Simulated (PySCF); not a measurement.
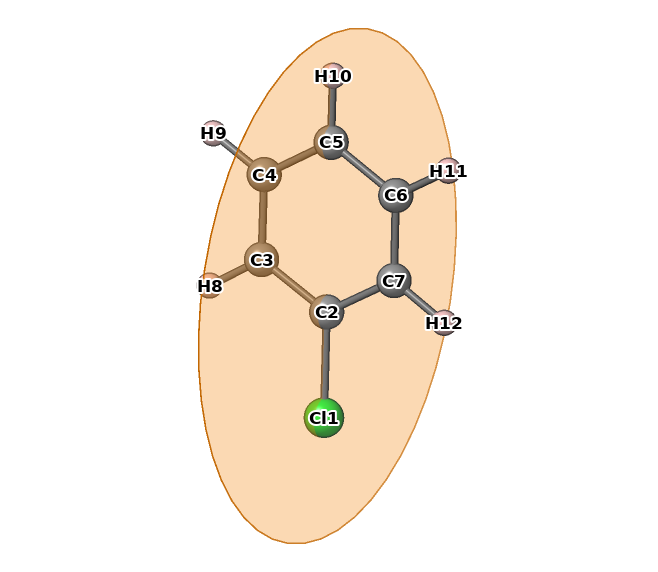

A disc through the centre of mass is drawn in. Depth is shown by fading: the farther an atom, the more it takes the colour of the background. The computed structure is the end point of a PBE0-D3(BJ)/def2-SVP optimisation. No frequency run is at hand to confirm it as a minimum.

**Is the plane of the disc a mirror plane of the structure?**

Yes. The reflection leaves Cl1, C2, C5, H10 in place and moves C3 ↔ C7; C4 ↔ C6; H8 ↔ H12; H9 ↔ H11. The point group is C2v.
